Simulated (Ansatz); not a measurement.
The relaxed structure here is a generated cell of Sc: the first start was made by a random draw of sites in a space group, and the end was not matched to a known phase here, so it may be hypothetical. Known forms of Sc include space group No. 194.

A relaxed structure of Sc. Space group P4/mmm (No. 123). Computed with r2SCAN (plane waves to 500 eV, PAW, scalar-relativistic; Ansatz, a first-principles code).

Space group P4/mmm (No. 123); a = b = 5.173 Å, c = 3.320 Å, α = β = γ = 90.00°

| atom | site | symmetry | x | y | z |
|---|---|---|---|---|---|
| Sc | 2e | mmm. | 0.0000 | 0.5000 | 0.5000 |
| Sc | 1c | 4/mmm | 0.5000 | 0.5000 | 0.0000 |

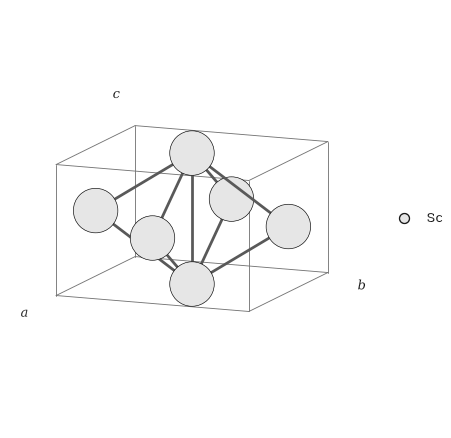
Figure: The conventional cell of the relaxed structure

* **Volume per atom**: 29.62 Å³
* **Band gap**: no gap (metallic)
* **Shortest distances**: Sc–Sc 3.07 Å
* **k-mesh**: 9×9×14

No spin polarisation in the result.

The run could not lose the symmetry of its start: the end is stationary, and may be a saddle point rather than a minimum.
